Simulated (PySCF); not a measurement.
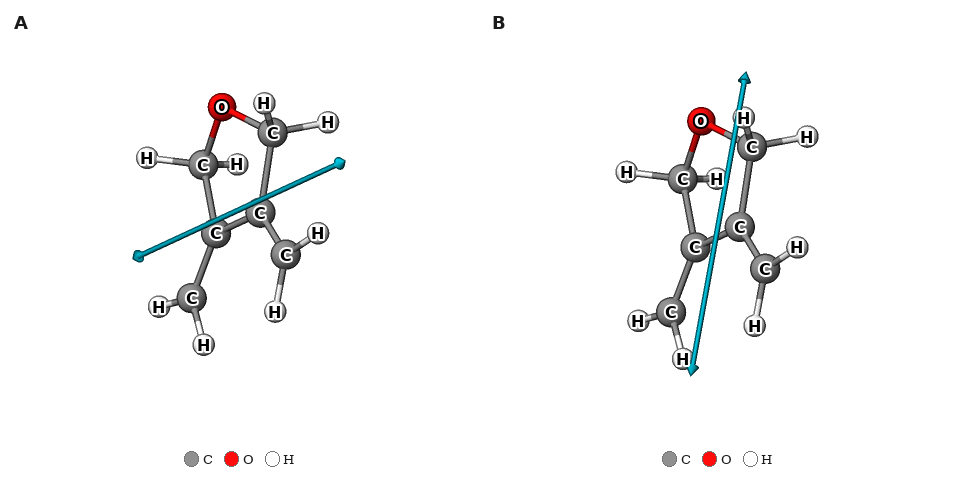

The double arrows show the directions of two transition dipoles from the ground state (lengths mean nothing). The computed structure is the end point of a GFN2-xTB optimisation. No frequency run is at hand to confirm it as a minimum. Properties computed with TDDFT CAM-B3LYP/def2-SVPD, vertical, gas phase, core orbitals frozen in the response (PySCF 2.14.0).

**One belongs to singlet state 1 and one to singlet state 2. Which is which?**

A: state 1, 5.20 eV (238 nm), oscillator strength 0.24, mainly HOMO → LUMO (weight 0.98).
B: state 2, 5.58 eV (222 nm), oscillator strength 0.023, mainly HOMO−1 → LUMO (weight 0.97).
